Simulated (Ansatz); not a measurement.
Take InP in the zinc blende structure (space group F-43m, No. 216; a = 5.9598 Å) as the base.

Perturbation: a hydrostatic pressure of 3 GPa.

Level of theory: Ansatz (a first-principles code), PBE, PAW, cutoff 420 eV, no SOC, earlier PAW set.

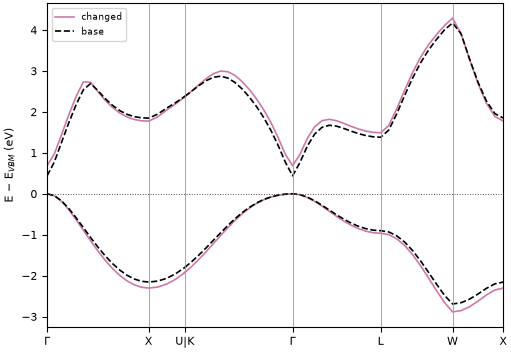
Figure. Highest valence and lowest conduction band along the path, each from its own valence-band maximum

Question: From the figure, how large is the changed gap, and is it direct?

Answer: About 0.7 eV, direct at Γ.

Load acts through the strain it causes; cell and atoms are relaxed under it. Stability against distortions was not tested. Tetrahedral semiconductors of this kind turn to denser phases somewhere between about 1 and 50 GPa; those were not computed, so compressed cells here can lie past the real transition.
